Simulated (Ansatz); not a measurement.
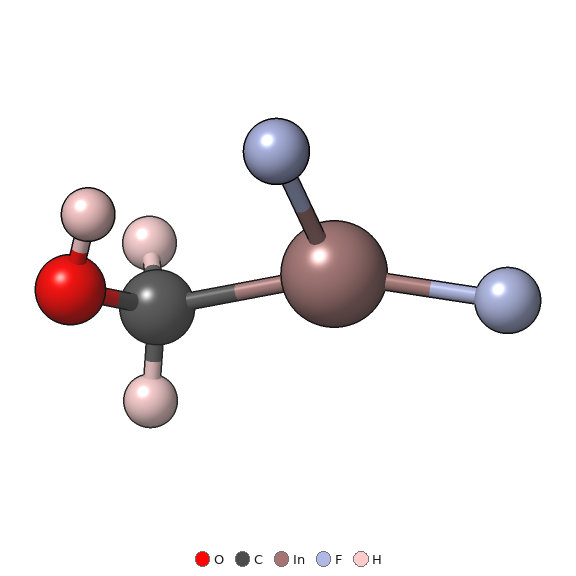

Rendered structure (ball-and-stick style). Every bond is drawn as one stick, whatever its order.

**Which formula does it have?**

CH3F2InO, 8 atoms: 1 carbon, 3 hydrogen, 2 fluorine, 1 indium and 1 oxygen.

**How many atoms are distinct by symmetry?**

8: 1 O, 1 C, 1 In, 1 F, 1 F, 1 H, 1 H, 1 H.

**Name functional groups in it.**

Among them: alcohol.

The parts below concern this one geometry. Atoms keep their numbers from picture to picture. The computed structure is the end point of a PBE0-D4/def2-TZVP optimisation.

Shape

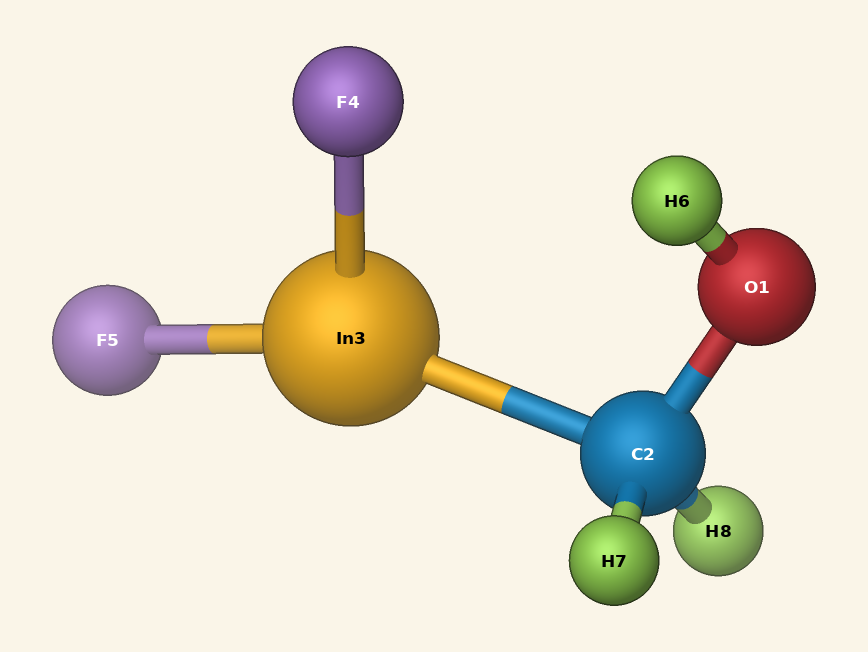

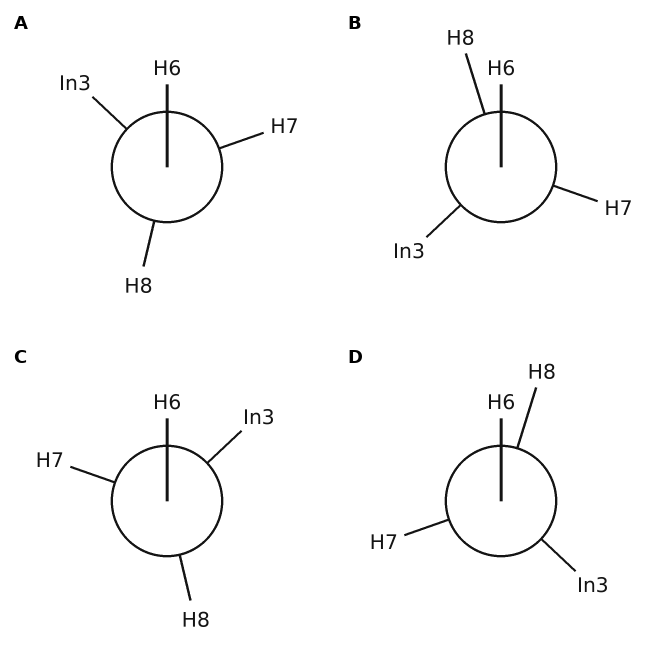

Depth is shown by fading: the farther an atom, the more it takes the colour of the background. Bonds that would overlap in a projection are set slightly apart.

**Which Newman projection shows the view along O1–C2, with O1 in front?**

C. The torsion angle H6–O1–C2–In3 is 47°, synclinal (gauche).

Vibrations

Harmonic vibrations computed with RKS PBE0-D4/def2-TZVP, core potentials on In (Ansatz 0.2.0) at a stationary point of the same level.

**List the wavenumbers.**

18 modes: 44, 69, 141, 151, 253, 460, 516, 545, 618, 746, 1096, 1158, 1230, 1397, 1483, 3042, 3157, 3784 cm⁻¹.

Dipole moment

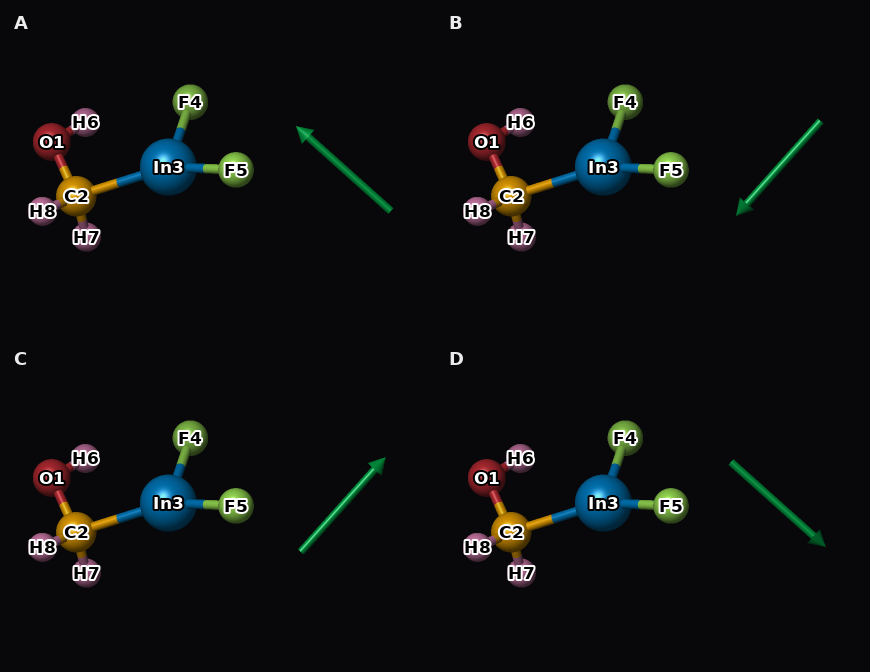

The same molecule four times, each with an arrow. Level of theory: RKS r2SCAN-D4/def2-TZVPP, core potentials on In (Ansatz 0.2.0).

**Which arrow points along the dipole moment, from the negative to the positive end?**

B. The dipole moment is 3.78 D; it points from the side of F4 to the side of H7, H8 (the outermost atoms at the two ends).

Charges

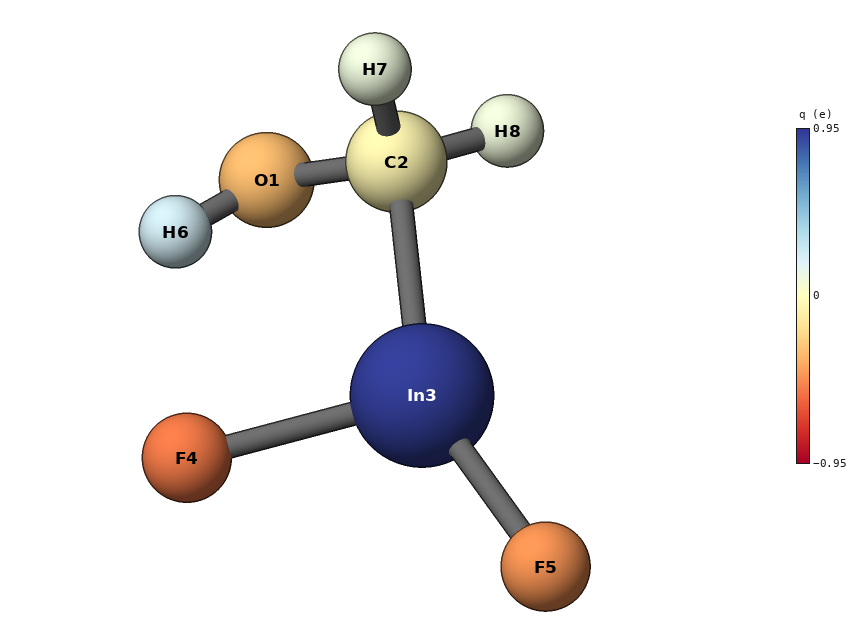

Atoms are coloured by their Mulliken charges. Method: RKS r2SCAN-D4/def2-TZVPP, core potentials on In (Ansatz 0.2.0).

Give the Mulliken charges atom by atom.

```json
{"atom": "O1", "value (e)": "−0.31"}
{"atom": "C2", "value (e)": "−0.05"}
{"atom": "In3", "value (e)": "0.91"}
{"atom": "F4", "value (e)": "−0.52"}
{"atom": "F5", "value (e)": "−0.45"}
{"atom": "H6", "value (e)": "0.23"}
{"atom": "H7", "value (e)": "0.10"}
{"atom": "H8", "value (e)": "0.10"}
```

Mulliken values depend strongly on the basis set and can even reverse the polarity of a bond.
